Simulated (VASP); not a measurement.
Band structure of ScBi (space group P4_2/mmc). Method: PBE GGA, VASP's PBE PAW potentials (set 64) (plane waves; VASP 6.6.1).

Unless said otherwise, spin-orbit coupling is left out, though it shifts the bands of the heavy elements here.

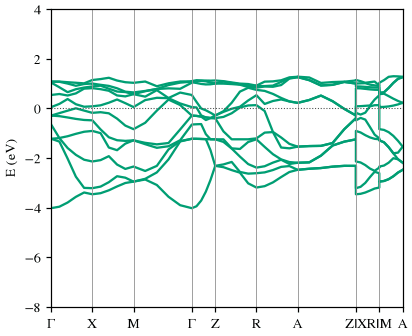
Figure. Bands along high-symmetry lines, zero at the valence-band maximum or, without a gap, the Fermi level

### Question
Read the plot: is there a gap, and where are the band edges?

### Answer
It has no gap at this level: it comes out as a metal or semimetal.

The structure was generated: ScBi was put into an ordered model structure, which need not be its known phase. The cell was not relaxed at this level.
